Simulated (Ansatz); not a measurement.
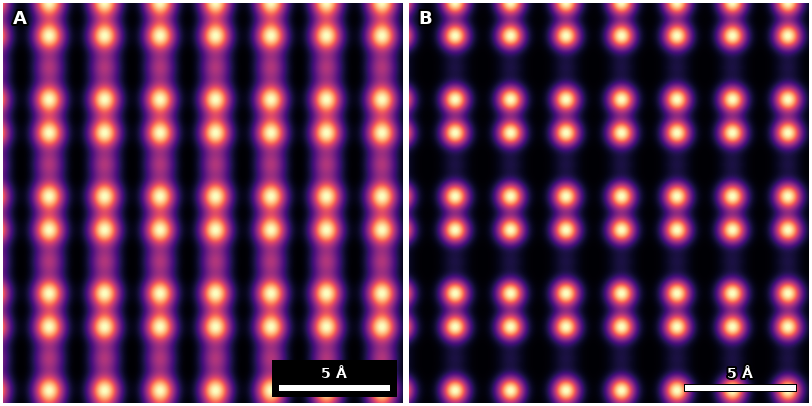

Two simulated images of the same area of CrHg₂ (I4/mmm, No. 139) along [110], with a probe of 1.01 Å. One is incoherent Z contrast (Z^1.8 per atom), the other the projected potential of neutral atoms blurred by the probe (iDPC-like, thin sample). Brightness is counted from the darkest point of the image. Structure: coordinates from a relaxation at fixed volume with Ansatz, DFT PBEsol, scalar-relativistic, plane waves, PAW; the starting structure was generated, so it need not be a known form of this composition.

Question: Which panel is which, and how can one tell?

Answer: B is the Z-contrast image and A the potential image. The columns of 1 Cr per repeat reach about 12 % of the brightest peak (1 Hg) in B but about 48 % in A, mainly since the potential grows much more slowly with atomic number. The Cr columns show clearly in A alone.
